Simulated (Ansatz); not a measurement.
SnH₂OCl₂: several calculations on one system

### Relaxation

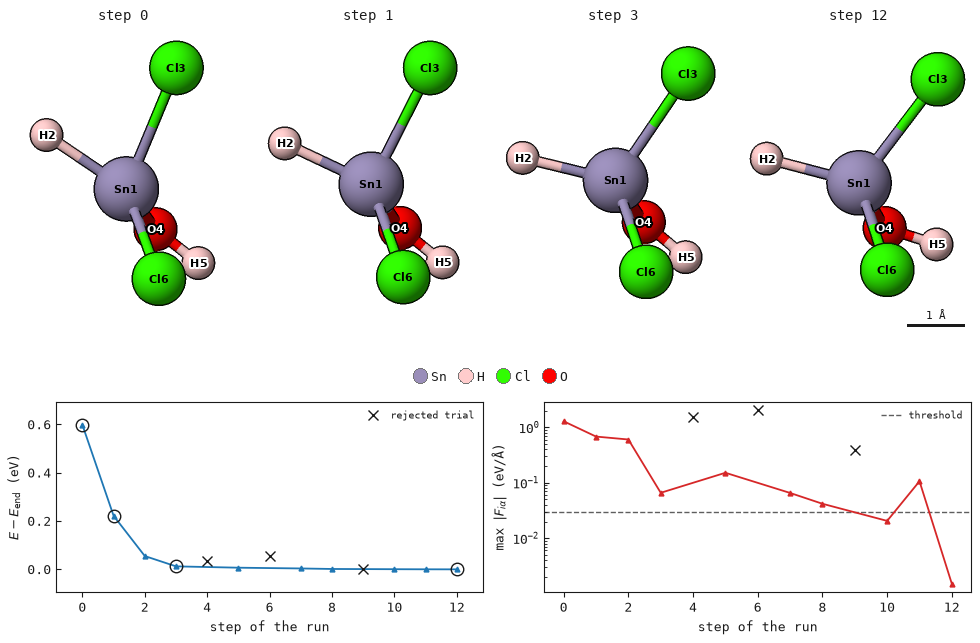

Frames of a relaxation of SnH2OCl2, marked on the history of the run. The picture is a ball-and-stick view, seen from a free direction.

The run prepares an end point of a later path (reaction) calculation, from a guessed geometry.

The calculation used RKS CAM-B3LYP-D4/def2-SVP (Ansatz). Settings: no spin polarisation; force threshold 0.03 eV/Å; at most 50 steps.

Describe the path.

Answer. After 9 accepted moves (12 points after the start) the energy has fallen by 0.598 eV. Largest force component: 1.3 eV/Å at the start, 0.0015 eV/Å at the end. The line search rejected the trial steps at points 4, 6, 9 of the run. The forces were under the threshold at step 10, but the run went on from there. The largest move after the best rigid fit is that of Cl3, 0.52 Å. By element the largest moves are Cl 0.52 Å, H 0.50 Å, Sn 0.13 Å, O 0.12 Å. Among the contacts that change: Sn1–Cl3 2.376 → 2.333 Å, Sn1–H2 1.711 → 1.690 Å, Sn1–Cl6 2.325 → 2.334 Å. Bond angles that change, for instance: H2–Sn1–Cl3 77.8° → 112.4°, H2–Sn1–O4 119.3° → 108.6°, H2–Sn1–Cl6 122.3° → 112.5°. From step 0 to 1: H2 moves most (0.19 Å), energy −0.377 eV. From step 1 to 3: H2 moves most (0.29 Å), energy −0.209 eV. From step 3 to 12: H5 moves most (0.27 Å), energy −0.012 eV.

```tsv
step	E − E(0), eV	largest force component, eV/Å	note
0	0.0000	1.2876	
1	-0.3766	0.6821	
2	-0.5433	0.6041	
3	-0.5860	0.0660	
4	-0.5653	1.5696	rejected
5	-0.5915	0.1516	
6	-0.5424	2.0229	rejected
7	-0.5947	0.0655	
8	-0.5968	0.0418	
9	-0.5967	0.3936	rejected
10	-0.5978	0.0205	
11	-0.5982	0.1066	
12	-0.5984	0.0015
```

### Relaxation

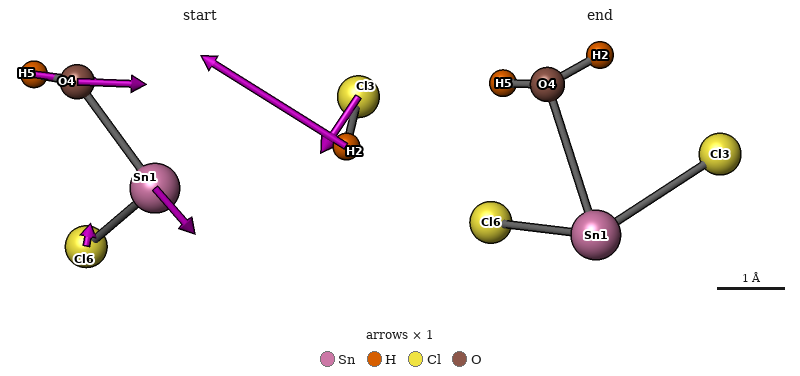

The structure of SnH₂OCl₂ before (left) and after (right) a relaxation, at one scale. The purple arrows give the displacements, at their true length.

Style: ball-and-stick. Shown from a free direction.

The run prepares an end point of a later path (reaction) calculation, from a guessed geometry.

All numbers below come from RKS CAM-B3LYP-D4/def2-SVP (Ansatz).

Input file:
```yaml
crystal:
  periodic: [false, false, false]
  atoms:
    - { symbol: Sn, position_ang: [-0.897028, -0.103088, 0.614134] }
    - { symbol: H, position_ang: [1.822605, -0.032614, 1.743925] }
    - { symbol: Cl, position_ang: [2.702576, 0.057476, 0.747945] }
    - { symbol: O, position_ang: [-1.36645, 1.48614, -0.467468] }
    - { symbol: H, position_ang: [-1.557829, 1.306945, -1.401206] }
    - { symbol: Cl, position_ang: [-1.211674, -1.713459, -1.140429] }
basis:
  gaussian: { orbitals: def2-SVP }
hamiltonian:
  xc: cam_b3lyp
  dispersion: d4
relax:
  f_tol: 0.03
  max_steps: 50
output:
  orbitals: {}
```

Run as
```bash
ansatz run input.yaml --threads 2 --pin off --max-ram 3072MiB --backend cpu --events-out ev --progress --plain --runs-dir out
```

Question: Describe what moved and what it gained.

Answer: After 36 accepted moves (43 points after the start) the energy has fallen by 36.3 kcal/mol. The largest force component goes from 0.96 to 0.03 eV/Å. The line search rejected the trial steps at points 7, 10, 14, 16, 22, 26, 41 of the run. The forces were under the threshold at step 13, but the run went on from there. The atom that moves furthest after the best rigid fit is H2 (2.58 Å). Largest moves by element: H 2.58 Å, Cl 1.06 Å, O 1.05 Å, Sn 0.94 Å. Among the contacts that change: H2–O4 4.167 → 0.977 Å, Sn1–Cl3 3.606 → 2.438 Å, H2–Cl3 1.332 → 2.490 Å, Sn1–O4 1.979 → 2.379 Å. New bonds form, among them: H2–O4 (4.17 → 0.98 Å), Sn1–Cl3 (3.61 → 2.44 Å). Bonds break, among them: H2–Cl3 (1.33 → 2.49 Å). Among the angles between lasting bonds that change: O4–Sn1–Cl6 96.2° → 78.9°, Sn1–O4–H5 115.1° → 98.7°. The run took 2.1 min on 2 threads of Arm Neoverse V1, on a shared host, peak memory 0.22 GiB.

Limits of the set-up: the start holds two separate molecules, 2.9 Å apart at their closest, whose relative position is a soft coordinate.

### Path

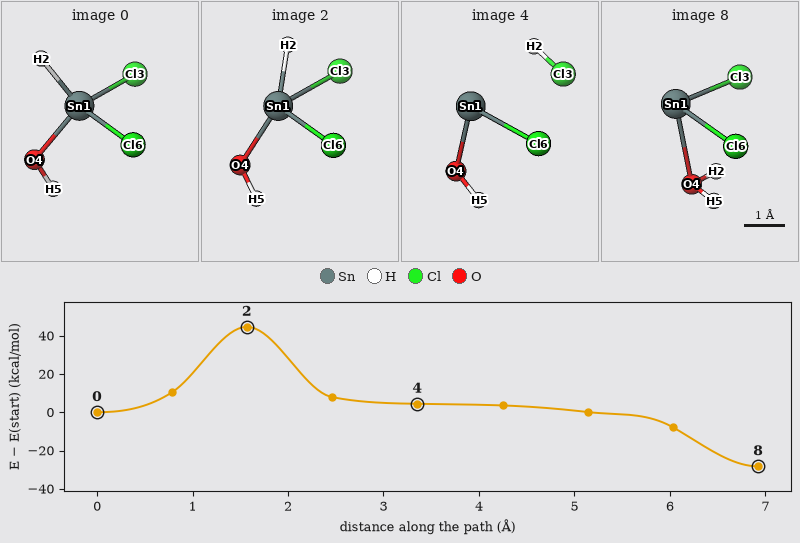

A search for the minimum-energy path of SnH2OCl2 by the nudged elastic band. Images are numbered from 0 (start) to 8 (end). Style: ball-and-stick. Shown from a free direction.

Method: RKS CAM-B3LYP-D4/def2-SVP (Ansatz). Run with 7 movable images; climbing image; force threshold 0.05 eV/Å; iteration limit 60; starting path through a guess of the saddle point.

> Read off the barrier and say what moves.

A hydrogen atom shifts from one atom to another. Breaking: Sn1–H2 (1.69 → 1.76 at the top → 2.70 Å). Forming: H2–O4 (2.96 → 3.31 at the top → 0.98 Å). The energy climbs by 44.6 kcal/mol to image 2 and then falls by 72.9 kcal/mol, so the end point sits at −28.3 kcal/mol. The band converged in 25 iterations, with a climbing image at the top. At the top, the vibrational analysis gives one imaginary mode (1150i cm⁻¹), as a transition state must have.
